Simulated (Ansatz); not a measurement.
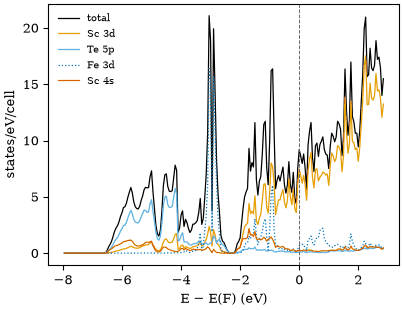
Total and projected density of states of Sc$_{6}$FeTe$_{2}$ in space group P-62m (No. 189; Sc on 3g, Sc on 3f, Fe on 1a, Te on 2d), the program Ansatz at the r²SCAN level (PAW)

### Question
Which orbitals carry the states next to the Fermi level?

### Answer
Within 0.5 eV of the Fermi level: Sc 3d 79 %, Fe 3d 8 %, outside the projected shells 7 %. Projections are on Löwdin-orthogonalised atomic valence shells; empty p or d shells of many metals are not among them.

### Question
Where is the tallest occupied peak in this window, and what makes it?

### Answer
Near -3.0 eV, about 21 states/eV per cell; the largest projected share is Fe 3d.

The first step of the workflow began from a Materials Project structure, measured or hypothetical; the Crystallography Open Database copy checked does not list it. Whether it is the stable phase at ambient conditions was not checked. The r²SCAN relaxation kept the symmetry of its start, as lowered by the spin order; its stability against distortions is not shown here. Spin order of the final state: ferrimagnetic, the only order run, not a proven ground state. Other orbital occupations within this spin state were not tried. No Hubbard U is applied. Spin–orbit coupling is left out wherever it is not named.

Potentials: the later of the program's two PAW sets.
